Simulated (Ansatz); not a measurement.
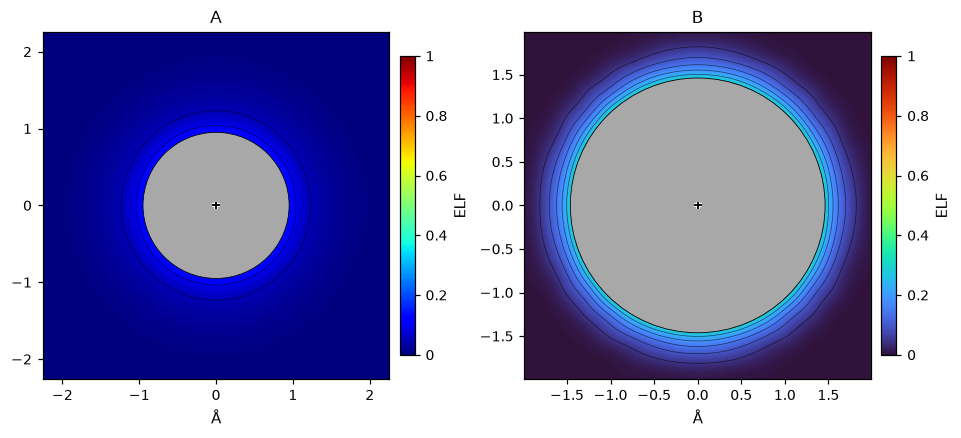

The ELF of 2 systems, each on a plane through atoms (crosses mark nuclei in the plane; grey discs cover the cores).

Theory: RKS PBE0/def2-TZVPPD (Ansatz 0.2.0).

System 1: K (charge +1), a plane that holds the molecular axis. Geometry: PBE0-D4/def2-TZVP.

```xyz
1

K     0.1550    0.0740   -3.5513
```

System 2: Cu (charge +1), a plane that holds the molecular axis. Geometry: PBE0-D4/def2-TZVP.

```
atom   x (Å)   y (Å)    z (Å)
  Cu  1.2411  0.3566  -1.1873
```

> Match each panel to its system.

Panel A is system 2, Cu: the plane holds Cu. Panel B is system 1, K: the plane holds K.
